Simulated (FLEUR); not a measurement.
# Fe3Ge: parallel and opposed starts

Wanted: the moments of Fe3Ge and the energy of each order that was tried.

Calculated with FLEUR MaX-R8.1; PBEsol; all-electron FLAPW, Dirac cores, scalar-relativistic bands.

## 1. Starting point

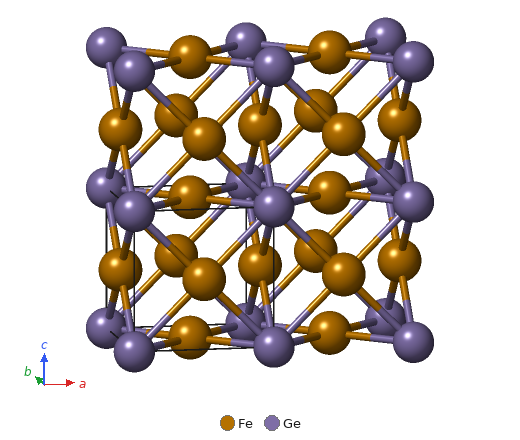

Start, viewed slightly off an axis; iron orange, germanium purple. 2×1×2 cells are drawn. Some periodic images of atoms are drawn too.

The cell comes from a database of computed structures and need not be the stable phase.

## 2. Start 1: ferro +++

The parallel start comes first: it shows whether parallel moments hold.

inpgen writes inp.xml from crystal.txt; cutoffs, mixing, functional, smearing and local orbitals are then set in the file. The k list default-1 (kpts.xml, not shown) is a Γ-centred 8×8×8 mesh; where the ranks do not divide the number of points, some are split in two of half the weight.

Input file inp.xml:

```
<?xml version="1.0" encoding="UTF-8" standalone="no"?>
<fleurInput fleurInputVersion="0.39">
   <comment>
      Fe3Ge
   </comment>
   <calculationSetup>
      <cutoffs Kmax="3.6" Gmax="10.8" GmaxXC="10.8" numbands="0"/>
      <scfLoop itmax="90" minDistance="0.00002" maxIterBroyd="15" imix="Anderson" alpha="0.05" precondParam="0.0" spinf="2.0" sdNocoIR="T"/>
      <coreElectrons ctail="T" frcor="F" kcrel="0" coretail_lmax="0"/>
      <xcFunctional name="PBEs" relativisticCorrections="F"/>
      <magnetism jspins="2"/>
      <soc l_soc="F" theta="0.0" phi="0.0" spav="F"/>
      <expertModes spex="0" secvar="F"/>
      <geometryOptimization l_f="F" forcealpha="1.0" forcemix="BFGS" epsdisp="0.00001" epsforce="0.00001"/>
      <ldaU l_linMix="F" mixParam="0.05" spinf="1.0"/>
   </calculationSetup>
   <cell>
      <bzIntegration valenceElectrons="62.0" mode="hist" fermiSmearingEnergy="0.00183747">
         <kPointListSelection listName="default-1"/>
         <xi:include xmlns:xi="http://www.w3.org/2001/XInclude" href="kpts.xml"> </xi:include>
      </bzIntegration>
      <xi:include xmlns:xi="http://www.w3.org/2001/XInclude" href="sym.xml"> </xi:include>
      <bulkLattice scale="1.0">
         <bravaisMatrix>
            <row-1>    6.9173434617558840     0.0000000000000000     0.0000000000000000</row-1>
            <row-2>    0.0000000000000000     6.9173434617558840     0.0000000000000000</row-2>
            <row-3>    0.0000000000000000     0.0000000000000000     6.9173434617558840</row-3>
         </bravaisMatrix>
      </bulkLattice>
   </cell>
   <atomSpecies>
      <species name="Iron (Fe) 2.800" element="Fe" atomicNumber="26">
         <mtSphere radius="2.38" gridPoints="787" logIncrement="0.016"/>
         <atomicCutoffs lmax="8" lnonsphr="6"/>
         <electronConfig flipSpins="F">
            <coreConfig>(1s1/2) (2s1/2) (2p1/2) (2p3/2)</coreConfig>
            <valenceConfig>(3s1/2) (3p1/2) (3p3/2) (4s1/2) (3d3/2) (3d5/2)</valenceConfig>
            <stateOccupation state="(3d3/2)" spinUp="1.4" spinDown="1.0"/>
            <stateOccupation state="(3d5/2)" spinUp="3.0" spinDown="0.6"/>
         </electronConfig>
         <energyParameters s="4" p="4" d="3" f="4"/>
         <lo type="SCLO" l="0" n="3" eDeriv="0"/>
         <lo type="SCLO" l="1" n="3" eDeriv="0"/>
      </species>
      <species name="Germanium (Ge)" element="Ge" atomicNumber="32">
         <mtSphere radius="2.38" gridPoints="787" logIncrement="0.016"/>
         <atomicCutoffs lmax="8" lnonsphr="6"/>
         <electronConfig flipSpins="F">
            <coreConfig>(1s1/2) (2s1/2) (2p1/2) (2p3/2) (3s1/2) (3p1/2) (3p3/2)</coreConfig>
            <valenceConfig>(4s1/2) (3d3/2) (3d5/2) (4p1/2) (4p3/2)</valenceConfig>
            <stateOccupation state="(4p1/2)" spinUp="0.333333" spinDown="0.333333"/>
            <stateOccupation state="(4p3/2)" spinUp="0.666667" spinDown="0.666667"/>
         </electronConfig>
         <energyParameters s="4" p="4" d="3" f="4"/>
      </species>
   </atomSpecies>
   <atomGroups>
      <atomGroup species="Iron (Fe) 2.800">
         <relPos label="                   1">.0000000000 1.000/2.000 1.000/2.000</relPos>
         <relPos label="                   2">1.000/2.000 1.000/2.000 .0000000000</relPos>
         <relPos label="                   3">1.000/2.000 .0000000000 1.000/2.000</relPos>
         <force calculate="T" relaxXYZ="TTT"/>
      </atomGroup>
      <atomGroup species="Germanium (Ge)">
         <relPos label="                   4">.0000000000 .0000000000 .0000000000</relPos>
         <force calculate="T" relaxXYZ="TTT"/>
      </atomGroup>
   </atomGroups>
   <output dos="F" band="F" slice="F">
      <bandDOS minEnergy="-.5*Htr" maxEnergy="0.5*Htr" sigma="0.015" storeEVData="T"/>
      <plotting iplot="0" polar="F">
         <plot TwoD="T" vec1="  1.0  0.0  0.0" vec2="  0.0  1.0  0.0" vec3="  0.0  0.0  1.0" zero="  0.0  0.0  0.0" file="plot"/>
      </plotting>
      <moessbauerParams electricFieldGradient="F" isomerShift="F" coreHyperfine="F" valenceHyperfine="F"/>
   </output>
</fleurInput>
```

Input file crystal.txt:

```
Fe3Ge
&input film=F cartesian=F /
3.66050052000  0.00000000000  0.00000000000
0.00000000000  3.66050052000  0.00000000000
0.00000000000  0.00000000000  3.66050052000
1.8897261246
1.0 1.0 1.0

4
26 0.00000000000  0.50000000000  0.50000000000 : 2.800
26 0.50000000000  0.50000000000  0.00000000000 : 2.800
26 0.50000000000  0.00000000000  0.50000000000 : 2.800
32 0.00000000000  0.00000000000  0.00000000000

&kpt div1=8 div2=8 div3=8 gamma=T /
```

Command:

```sh
$ OMP_NUM_THREADS=1 inpgen -f crystal.txt > inpgen.log  # inp.xml is then edited as shown
$ OMP_NUM_THREADS=1 mpirun -n 4 fleur_MPI > fleur.log
```

What it wrote:

```text
Welcome to FLEUR        (www.flapw.de)
      MaX-Release 8.1          (www.max-centre.eu)

 ========== k-point set info ==========
 Selected k-point list: default-1
 k-point list type: mesh
 0 x 0 x 0
 Number of k points: 36

 ------------Calculation Setup---------------------------
 Number of MPI-tasks      :            4
 Number of PE/node        :            4
 Number of OMP-threads    :            1
 k-points in parallel     :            4
 pe's per k-point         :            1
 No of k-point loops      :            9
 Eigenvalue solver        :       lapack
 Number of basis functions:          304
 Approximate size of matrices (H+S) per k-point:         0.001 GB
 --------------------------------------------------------
 Iteration:     1   Distance:      12.18490684 me/bohr^3
 Iteration:     2   Distance:      11.64520950 me/bohr^3
 Iteration:     3   Distance:       6.79218219 me/bohr^3
 Iteration:     4   Distance:       4.11519767 me/bohr^3
 Iteration:     5   Distance:       3.56265967 me/bohr^3
 Iteration:     6   Distance:       1.31215773 me/bohr^3
 Iteration:     7   Distance:       1.00688112 me/bohr^3
 Iteration:     8   Distance:       0.82919072 me/bohr^3
 Iteration:     9   Distance:       0.34043711 me/bohr^3
 Iteration:    10   Distance:       0.24546575 me/bohr^3
 Iteration:    11   Distance:       0.16474660 me/bohr^3
 Iteration:    12   Distance:       0.06096840 me/bohr^3
 Iteration:    13   Distance:       0.02180595 me/bohr^3
 Iteration:    14   Distance:       0.01864950 me/bohr^3
 Iteration:    15   Distance:       0.00450277 me/bohr^3
 Iteration:    16   Distance:       0.00434374 me/bohr^3
 Iteration:    17   Distance:       0.00140481 me/bohr^3
 Iteration:    18   Distance:       0.00080056 me/bohr^3
 Iteration:    19   Distance:       0.00041208 me/bohr^3
 Iteration:    20   Distance:       0.00010880 me/bohr^3
 Iteration:    21   Distance:       0.00009848 me/bohr^3
 Iteration:    22   Distance:       0.00003076 me/bohr^3
 Iteration:    23   Distance:       0.00000770 me/bohr^3

 ********************************************************************
 Run finished successfully
 Stop message:
   all done
 ********************************************************************

--- out.xml (last complete iteration) ---
<iteration numberForCurrentRun="   23" overallNumber="   23">
         <energyParameters units="Htr">
            <atomicEP atomType="1" spin="1" branch="4s" branchLowest="-2.85" branchHighest="1.68" value="0.2122434633"/>
            <atomicEP atomType="1" spin="1" branch="4p" branchLowest="-1.60" branchHighest="2.23" value="0.3455483097"/>
            <atomicEP atomType="1" spin="1" branch="3d" branchLowest="-9.99" branchHighest="0.40" value="0.2835574976"/>
            <atomicEP atomType="1" spin="1" branch="4f" branchLowest="-9.99" branchHighest="3.33" value="0.6591532267"/>
            <loAtomicEP atomType="1" spin="1" branch="3s" branchLowest="-29.47" branchHighest="-2.85" value="-2.8584630788"/>
            <loAtomicEP atomType="1" spin="1" branch="3p" branchLowest="-25.03" branchHighest="-1.60" value="-1.6165517820"/>
            <atomicEP atomType="2" spin="1" branch="4s" branchLowest="-5.64" branchHighest="0.78" value="0.0150060372"/>
            <atomicEP atomType="2" spin="1" branch="4p" branchLowest="-3.71" branchHighest="1.40" value="0.2426869177"/>
            <atomicEP atomType="2" spin="1" branch="3d" branchLowest="-9.99" branchHighest="-0.53" value="-0.5371927286"/>
            <atomicEP atomType="2" spin="1" branch="4f" branchLowest="-9.99" branchHighest="3.24" value="0.6120650238"/>
            <atomicEP atomType="1" spin="2" branch="4s" branchLowest="-2.76" branchHighest="1.75" value="0.2157699319"/>
            <atomicEP atomType="1" spin="2" branch="4p" branchLowest="-1.51" branchHighest="2.29" value="0.3439569066"/>
            <atomicEP atomType="1" spin="2" branch="3d" branchLowest="-9.99" branchHighest="0.49" value="0.3491403131"/>
            <atomicEP atomType="1" spin="2" branch="4f" branchLowest="-9.99" branchHighest="3.39" value="0.6536659422"/>
            <loAtomicEP atomType="1" spin="2" branch="3s" branchLowest="-29.43" branchHighest="-2.76" value="-2.7647159400"/>
            <loAtomicEP atomType="1" spin="2" branch="3p" branchLowest="-24.99" branchHighest="-1.51" value="-1.5250650926"/>
            <atomicEP atomType="2" spin="2" branch="4s" branchLowest="-5.64" branchHighest="0.77" value="0.0038357896"/>
            <atomicEP atomType="2" spin="2" branch="4p" branchLowest="-3.71" branchHighest="1.39" value="0.2299173620"/>
            <atomicEP atomType="2" spin="2" branch="3d" branchLowest="-9.99" branchHighest="-0.53" value="-0.5381395589"/>
            <atomicEP atomType="2" spin="2" branch="4f" branchLowest="-9.99" branchHighest="3.23" value="0.5985419151"/>
         </energyParameters>
         <bandgap value="0.0203393656" units="eV"/>
         <sumValenceSingleParticleEnergies value="-43.3570646093" units="Htr"/>
         <FermiEnergy value="0.3802175178" units="Htr"/>
         <valenceDensity>
            <mtCharges spin="1">
               <mtCharge atomType="1" total="8.6979378" s="1.2017419" p="3.2173615" d="4.2588119" f="0.0155904"/>
               <mtCharge atomType="2" total="6.2626503" s="0.5725814" p="0.6367671" d="5.0268883" f="0.0202791"/>
            </mtCharges>
            <mtCharges spin="2">
               <mtCharge atomType="1" total="6.4441631" s="1.1981297" p="3.2232207" d="2.0056694" f="0.0142666"/>
               <mtCharge atomType="2" total="6.3972915" s="0.5707254" p="0.7889114" d="5.0183072" f="0.0155127"/>
            </mtCharges>
            <spinDependentCharge spin="1" total="34.2725487" interstitial="1.9160849" mtSpheres="32.3564638"/>
            <spinDependentCharge spin="2" total="27.7274513" interstitial="1.9976705" mtSpheres="25.7297808"/>
            <totalCharge value="62.0000000000"/>
         </valenceDensity>
         <coreStates atomType="     1" atomicNumber=" 26" spin="1" kinEnergy="    573.9159645400" eigValSum="   -360.8245368091" lostElectrons=" 0.000000">
            <state n="1" l="0" j="0.5" energy="-256.2580056510" weight="1.0000000000"/>
            <state n="2" l="0" j="0.5" energy="-29.4747836097" weight="1.0000000000"/>
            <state n="2" l="1" j="0.5" energy="-25.3356007476" weight="1.0000000000"/>
            <state n="2" l="1" j="1.5" energy="-24.8780734004" weight="2.0000000000"/>
         </coreStates>
         <coreStates atomType="     1" atomicNumber=" 26" spin="2" kinEnergy="    574.3555217572" eigValSum="   -360.6827794913" lostElectrons=" 0.000000">
            <state n="1" l="0" j="0.5" energy="-256.2580703838" weight="1.0000000000"/>
            <state n="2" l="0" j="0.5" energy="-29.4315371299" weight="1.0000000000"/>
            <state n="2" l="1" j="0.5" energy="-25.3033678831" weight="1.0000000000"/>
            <state n="2" l="1" j="1.5" energy="-24.8449020473" weight="2.0000000000"/>
         </coreStates>
         <coreStates atomType="     2" atomicNumber=" 32" spin="1" kinEnergy="    992.2164375271" eigValSum="   -598.8827958118" lostElectrons=" 0.000192">
            <state n="1" l="0" j="0.5" energy="-401.8274540050" weight="1.0000000000"/>
            <state n="2" l="0" j="0.5" energy="-49.8196148358" weight="1.0000000000"/>
            <state n="2" l="1" j="0.5" energy="-44.2670459038" weight="1.0000000000"/>
            <state n="2" l="1" j="1.5" energy="-43.0972734421" weight="2.0000000000"/>
            <state n="3" l="0" j="0.5" energy="-5.6444719537" weight="1.0000000000"/>
            <state n="3" l="1" j="0.5" energy="-3.8147444849" weight="1.0000000000"/>
            <state n="3" l="1" j="1.5" energy="-3.6574588722" weight="2.0000000000"/>
         </coreStates>
         <coreStates atomType="     2" atomicNumber=" 32" spin="2" kinEnergy="    992.2129542504" eigValSum="   -598.8853332231" lostElectrons=" 0.000194">
            <state n="1" l="0" j="0.5" energy="-401.8278312043" weight="1.0000000000"/>
            <state n="2" l="0" j="0.5" energy="-49.8196630291" weight="1.0000000000"/>
            <state n="2" l="1" j="0.5" energy="-44.2672942504" weight="1.0000000000"/>
            <state n="2" l="1" j="1.5" energy="-43.0975085449" weight="2.0000000000"/>
            <state n="3" l="0" j="0.5" energy="-5.6447551555" weight="1.0000000000"/>
            <state n="3" l="1" j="0.5" energy="-3.8151065895" weight="1.0000000000"/>
            <state n="3" l="1" j="1.5" energy="-3.6578329523" weight="2.0000000000"/>
         </coreStates>
         <allElectronCharges>
            <spinDependentCharge spin="1" total="58.2725487" interstitial="1.9162613" mtSpheres="56.3562873"/>
            <spinDependentCharge spin="2" total="51.7274513" interstitial="1.9978489" mtSpheres="49.7296024"/>
            <totalCharge value="109.9999999876"/>
         </allElectronCharges>
         <magneticMomentsInMTSpheres units="muBohr">
            <globalMagMoment atomType="1" vec="0.00000   0.00000   2.25377"/>
            <localMagMoment atomType="1" vec="0.00000   0.00000   2.25377"/>
            <globalMagMoment atomType="2" vec="0.00000   0.00000  -0.13464"/>
            <localMagMoment atomType="2" vec="0.00000   0.00000  -0.13464"/>
         </magneticMomentsInMTSpheres>
         <moessbauerParams unitsHFF="kG" unitsIS="e/bohr^3" unitsEFG="Htr/bohr^2">
         </moessbauerParams>
         <totalEnergy value="    -5912.4913050501" units="Htr">
            <sumOfEigenvalues value="    -3405.6471425454">
               <coreElectrons value="-3362.2900779361"/>
               <valenceElectrons value="-43.3570646093"/>
            </sumOfEigenvalues>
            <densityCoulombPotentialIntegral value="-9095.9317749812"/>
            <densityEffectivePotentialIntegral value="-9413.7790964330"/>
            <chargeDenXCDenIntegral value="-242.5604689524"/>
            <FockExchangeEnergyValence value="0.0000000000"/>
            <FockExchangeEnergyCore value="0.0000000000"/>
            <atomTypeDependentContributions atomType="1">
               <electronNucleiInteractionDifferentMTs value="4562.2863526487"/>
               <MadelungTerm value="-27.6545598141"/>
            </atomTypeDependentContributions>
            <atomTypeDependentContributions atomType="2">
               <electronNucleiInteractionDifferentMTs value="2526.3096510394"/>
               <MadelungTerm value="-13.8463389925"/>
            </atomTypeDependentContributions>
            <tkbTimesEntropy value="0.0008196411"/>
            <freeEnergy value="-5912.4921246912"/>
            <extrapolationTo0K value="-5912.4917148706"/>
         </totalEnergy>
         <densityConvergence units="me/bohr^3">
            <chargeDensity spin="1" distance="0.0000037309"/>
            <chargeDensity spin="2" distance="0.0000060680"/>
            <overallChargeDensity distance="0.0000077042"/>
            <spinDensity distance="0.0000064905"/>
         </densityConvergence>
      </iteration>
```

The job ended after 19 s (4 MPI ranks of AMD EPYC 9R14 (Zen 4), shared host; peak memory 0.24 GiB; 74 s of CPU time).

Spin moment in the muffin-tin sphere by atom:

| atom | spin moment in the muffin-tin sphere (μB) |
| --- | --- |
| Fe1 | 2.25 |
| Fe2 | 2.25 |
| Fe3 | 2.25 |
| Ge4 | -0.13 |

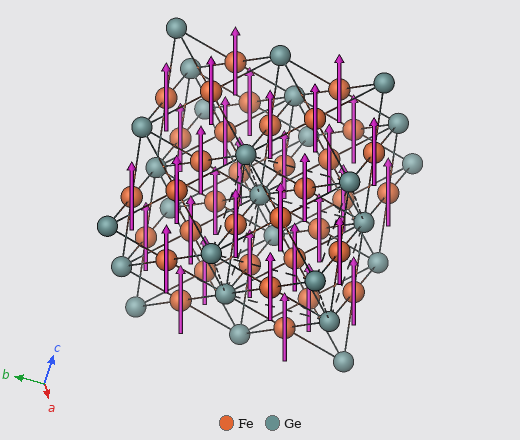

Spin moment in the muffin-tin sphere as arrows, the longest 2.25 μB. Up and down stand for the sign. Arrows give size and sign along the axis of quantisation, drawn up and down the page. 2×2×2 cells are drawn. Some periodic images of atoms are drawn too.

Read from the output:

* free energy: -160887.1069 eV
* program's band gap on this mesh (in a metal only a level spacing): 0.02034 eV
* magnetization: 6.545 μB
* final state: ferromagnetic, with opposed induced moments

After 23 cycles the largest moment stands at 2.25 μB.

[end of part 1 of 3]

[Logs and program files are shortened in this print: banners, set-up blocks, solver, clock and traceback lines can be left out without a mark of their own.]

[Logs are printed without paths, hosts, clocks, repeated set-up lines and the standing remarks that a program may print on its own settings, such as how far it seeks lower states.]

[Hosts, paths, dates, database ids (printed as entryN), source tags and the programs' standing remarks are cut or masked in the printed files.]

[Where a cell is said to come from a database of computed structures, the database is the Materials Project.]
